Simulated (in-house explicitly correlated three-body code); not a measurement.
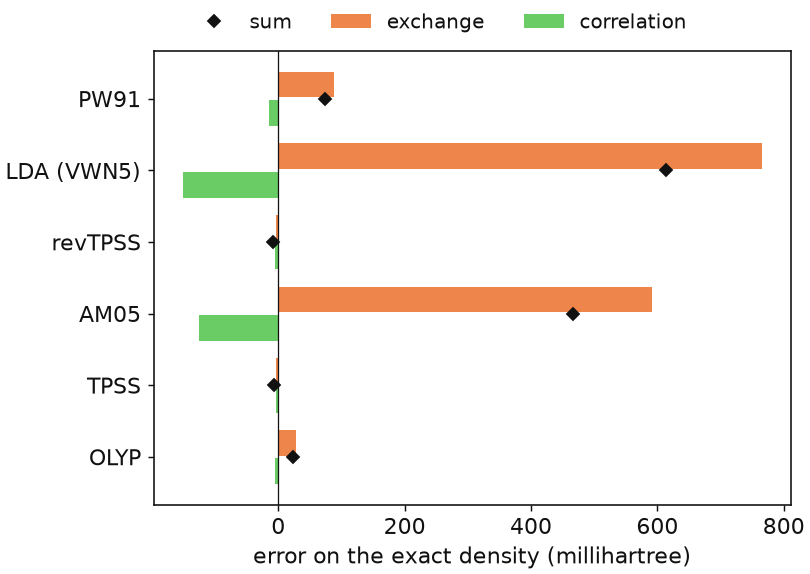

Two electrons around a point charge Z = 9 (F⁷⁺). Computed variationally in 260 exponentially correlated functions with an in-house code, non-relativistic, converged to about 10⁻⁸ of the energy. The exact exchange and correlation energies are −5402 and −45.58 millihartree. The plot shows the errors of AM05, LDA (VWN5), OLYP, PW91, TPSS and revTPSS, evaluated on the exact density.

> Rank the functionals.

By the size of the summed error (millihartree): TPSS −6.8, revTPSS −8.3, OLYP +23, PW91 +74, AM05 +466, LDA (VWN5) +614.
